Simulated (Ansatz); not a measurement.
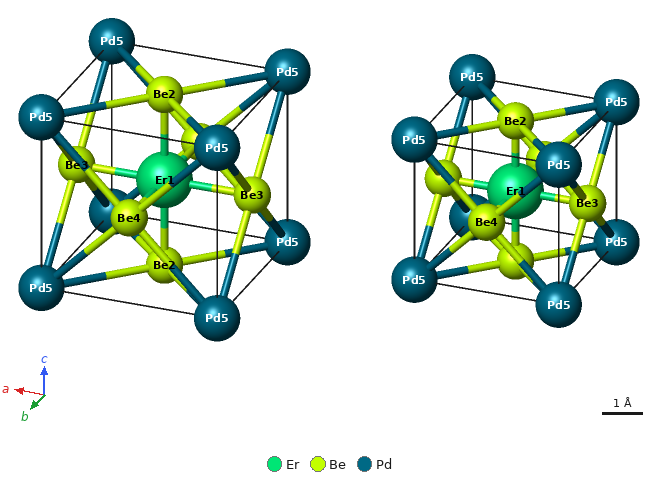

Two geometries of solid ErBe$_{3}$Pd (a generated structure, set up in Pm-3m) (coarse preliminary run), drawn at one scale. One is the start of a relaxation, the other its converged end. The picture is a ball-and-stick view of the cell of the calculation, seen from a free direction.

Computed with DFT PBE, scalar-relativistic, plane waves, PAW; 4f electrons in the core of a trivalent norm-conserving potential in Ansatz. Set-up: plane-wave cutoff 770 eV; k-point mesh 4 × 4 × 4; occupations gaussian; smearing width 0.1 eV; no spin polarisation; cell and atoms relaxed; force threshold 0.04 eV/Å; at most 70 steps.

Q: Which of the two is the end point?

A: The left one is the relaxed one. No atom moves by more than 0.005 Å relative to the cell. Cell: a = b = c 3.900 → 4.750 Å (+21.8 %). Volume +80.6 %. Among the contacts that change: Be2–Pd5 2.758 → 3.359 Å, Er1–Be2 1.950 → 2.375 Å. The space group stays Pm-3m (No. 221). After 6 accepted moves (8 points after the start) the energy has fallen by 727 meV per atom. All forces vanish by symmetry, so only the cell relaxes. The pressure goes from 39.81 to 0.19 GPa. The SCF was repeated twice at an unchanged geometry on a basis and grid sized afresh for the cell, which shifted the energy by 18.4 meV per atom at most. The run took 53 s on 1 thread of Intel(R) Xeon(R) Processor @ 2.50GHz (Skylake/Cascade Lake), with other jobs on the host, peak memory 0.46 GiB.

Limits of the set-up: the k-point mesh is coarse for a cell with partly filled bands.
